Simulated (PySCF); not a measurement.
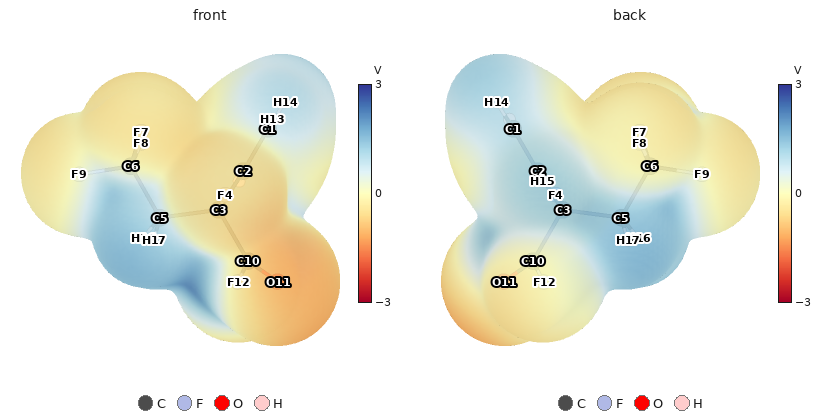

Figure. C₆H₅F₅O. The molecular electrostatic potential painted on the density surface at 0.002 e/bohr³, seen from the front and from behind; the colour scale runs from red (negative) to blue (positive).

Geometry: GFN2-xTB.

Theory: PBE0/pcSseg-1, SCF density, gas phase, non-relativistic in PySCF 2.14.0.

The calculation's input:

```
{"job": {"kind": "nmr", "xc": "PBE0", "basis": "pcSseg-1"}, "charge": 0, "multiplicity": 1}
C      1.681609     1.238457    -0.950914
C      1.034850     0.112738    -0.722119
C      0.367227    -0.207618     0.598260
F      0.530631     0.823957     1.493513
C     -1.138239    -0.497216     0.458729
C     -1.855149     0.533786    -0.402976
F     -1.580825     1.793888    -0.068536
F     -1.560883     0.404471    -1.705165
F     -3.183659     0.383120    -0.301788
C      1.097632    -1.409801     1.181723
O      1.830626    -1.469397     2.094192
F      0.832464    -2.517806     0.431933
H      1.768774     2.004439    -0.199196
H      2.133557     1.433145    -1.906938
H      0.932486    -0.664455    -1.464969
H     -1.596617    -0.474046     1.450842
H     -1.301482    -1.475632     0.003501
```

Command:

```sh
OMP_NUM_THREADS=1 python probes_run.py task.json out
```

### Describe the electrostatic potential map.

The most negative region (about −1.2 V, or −28 kcal/mol for a unit charge) lies over O11, the most positive (about +1.9 V, or +44 kcal/mol for a unit charge) over C5 and C10. O11 is the likeliest acceptor of a hydrogen bond.

### How polar is the molecule by this calculation?

Its dipole moment is 1.50 D.
